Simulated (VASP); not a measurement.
Band structure of Sm3SnN (space group Pm-3m). Method: PBEsol GGA, VASP's PBE PAW potentials (set 64) (plane waves; VASP).

The 4f electrons are frozen in the core of the lanthanide potential, so 4f levels, which can set the real gap, and their magnetism are missing.  Unless said otherwise, spin-orbit coupling is left out, though it shifts the bands of the heavy elements here.

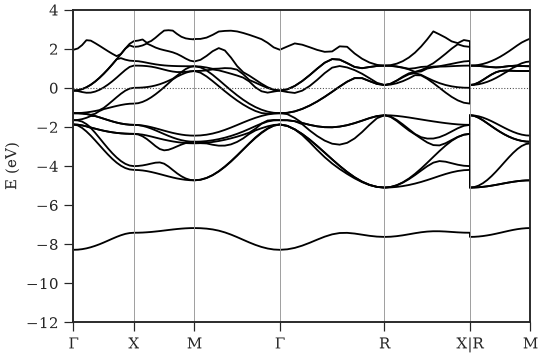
Fig. 1. Bands along high-symmetry lines, zero at the valence-band maximum or, without a gap, the Fermi level

Q: Read the plot: is there a gap, and where are the band edges?

A: It has no gap at this level: it comes out as a metal or semimetal. (Edges off the drawn lines would not show.)

The structure comes from a computed database's Sm3SnN entry (Pm-3m); how it stands against other phases isn't given here. It was relaxed first.
